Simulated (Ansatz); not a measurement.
# UMP2/STO-3G run of PO (SMILES O=[P])

What is the electronic atomisation energy of PO at UMP2/STO-3G? 

The results are computed with Ansatz 0.2.0.

36 further runs of the same task are left out: 5 that didn't finish, 31 set aside as unsound or not needed.

### Step 1. Starting point

The species is PO (2 atoms), meant as a doublet with charge 0. SMILES: `O=[P]`. The shape is that of a PBE0-D4/def2-TZVP optimisation.

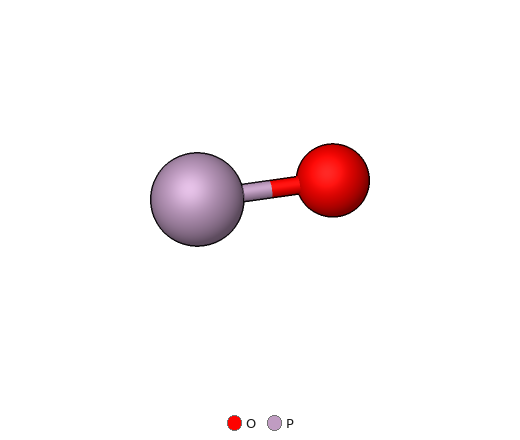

Viewed from a chosen angle; oxygen red, phosphorus pink.

### Step 2. A single-point energy at UMP2/STO-3G

Contents of run.yaml:

```yaml
crystal:
  periodic: [false, false, false]
  atoms:
    - {symbol: O, position_ang: [0.000000, -0.000000, -0.009450]}
    - {symbol: P, position_ang: [-0.000000, 0.000000, 1.464540]}
basis:
  gaussian:
    orbitals: STO-3G
magnetization:
  spin_polarized: true
  initial_magnetization: 1
correlation:
  method: mp2
  frozen_orbitals: {O: 1, P: 5}
accuracy: high
```

On the command line:

```bash
$ ansatz run run.yaml --threads 1 --pin off --max-ram 3480MiB --events-out events.jsonl --progress --plain --runs-dir runs
```

What it wrote:

```text
Warning: RAYON_NUM_THREADS=1 ignored (pool sized by the plan → 1); use --threads N
Functional definition: HF
  name "HF"
  exchange = exact_x
  correlation = 0
224 factors; integrals over basis functions are off by at most 1.2e-8 eV
mean field evaluation 1: about -11172.6581 eV, gradient 1.7e1 eV
mean field evaluation 2: about -11172.6917 eV, gradient 1.7e1 eV
mean field evaluation 4: about -11175.0601 eV, gradient 1.1e0 eV
mean field evaluation 8: about -11175.0741 eV, gradient 1.2e-1 eV
mean field evaluation 16: about -11175.2930 eV, gradient 2.2e-4 eV
mean field evaluation 32: about -11163.5917 eV, gradient 1.8e1 eV
mean field evaluation 64: about -11175.2930 eV, gradient 9.9e-3 eV
mean field evaluation 96: about -11175.6430 eV, gradient 9.5e-3 eV
mean field evaluation 128: about -11175.2877 eV, gradient 4.0e-1 eV
mean field evaluation 160: about -11175.2917 eV, gradient 2.2e-1 eV
mean field -11175.64303633 eV, -410.6973064623 hartree, gradient 7.7e-8 eV, S^2 1.306091; 8 other end points of the search recorded, 0 dependent functions left out
6 core orbitals not correlated: weight in the atoms' cores, before any rotation towards them, 1.000 or more for the frozen orbitals, at most 0.000 for the correlated occupied ones
reference -11175.64303633 eV, -410.6973064623 hartree; 6, 5 occupied and 2, 3 virtual orbitals, 224 factors
second order -1.36847665 eV of doubles, -0.00000000 eV of singles
Total energy: -11177.01151298 eV, -410.7475970516 hartree
```

Wall time 0.3 s (1 thread of Intel Xeon Platinum 8488C (Sapphire Rapids), shared host).

### Step 3. The O atom at the same level

Contents of job.yaml:

```yaml
crystal:
  periodic: [false, false, false]
  atoms:
    - {symbol: O, position_ang: [0.000000, 0.000000, 0.000000]}
basis:
  gaussian: {orbitals: STO-3G}
magnetization: {spin_polarized: true, initial_magnetization: 2}
correlation: {method: mp2, frozen_orbitals: {O: 1}}
accuracy: high
```

On the command line:

```bash
$ ansatz run job.yaml --threads 1 --pin off --max-ram 3480MiB --events-out events.jsonl --progress --plain --runs-dir runs
```

What it wrote:

```text
Warning: RAYON_NUM_THREADS=1 ignored (pool sized by the plan → 1); use --threads N
[... 4 set-up lines as earlier in the session ...]
15 factors; integrals over basis functions are off by at most 1.1e-9 eV
mean field evaluation 1: about -2008.3132 eV, gradient 1.7e-14 eV
mean field evaluation 2: about -2008.3132 eV, gradient 0.0e0 eV
mean field -2008.31323932 eV, -73.8041502613 hartree, gradient 0.0e0 eV, S^2 2.000000; 2 other end points of the search recorded, 0 dependent functions left out
1 core orbitals not correlated: weight in the atoms' cores, before any rotation towards them, 1.000 or more for the frozen orbitals, at most 0.000 for the correlated occupied ones
reference -2008.31323932 eV, -73.8041502613 hartree; 4, 2 occupied and 0, 2 virtual orbitals, 15 factors
second order 0.00000000 eV of doubles, 0.00000000 eV of singles
Total energy: -2008.31323932 eV, -73.8041502613 hartree
```

It took 0.04 s on 1 thread of Intel Xeon Platinum 8488C (Sapphire Rapids), shared host.

### Step 4. The P atom

Contents of input.yaml:

```yaml
crystal:
  periodic: [false, false, false]
  atoms:
    - {symbol: P, position_ang: [0.000000, 0.000000, 0.000000]}
basis:
  gaussian: {orbitals: STO-3G}
magnetization: {spin_polarized: true, initial_magnetization: 3}
correlation: {method: mp2, frozen_orbitals: {P: 5}}
accuracy: high
```

Run the same way, it converges to -336.86877 Eh (log not shown).

### Step 5. Summary of results

At UMP2/STO-3G, 6 core orbitals frozen:

```
                                             quantity          value
                               molecule: total energy  -410.74760 Eh
molecule: correlation energy (6 core orbitals frozen)      -50.3 mEh
          molecule: ⟨S²⟩ of the reference determinant          1.306
                                 O atom: total energy   -73.80415 Eh
   O atom: correlation energy (1 core orbital frozen)        0.0 mEh
            O atom: ⟨S²⟩ of the reference determinant          2.000
                                 P atom: total energy  -336.86877 Eh
  P atom: correlation energy (5 core orbitals frozen)        0.0 mEh
            P atom: ⟨S²⟩ of the reference determinant          3.750
                        electronic atomisation energy       2.032 eV
```

Taking the molecule apart into free atoms costs 2.03 eV (196 kJ/mol), before zero-point energy and without spin-orbit coupling. In a minimal basis such a difference can be off by several eV, whatever the method. ⟨S²⟩ (molecule) is 1.31 where a pure doublet has 0.75: the reference is spin-contaminated.
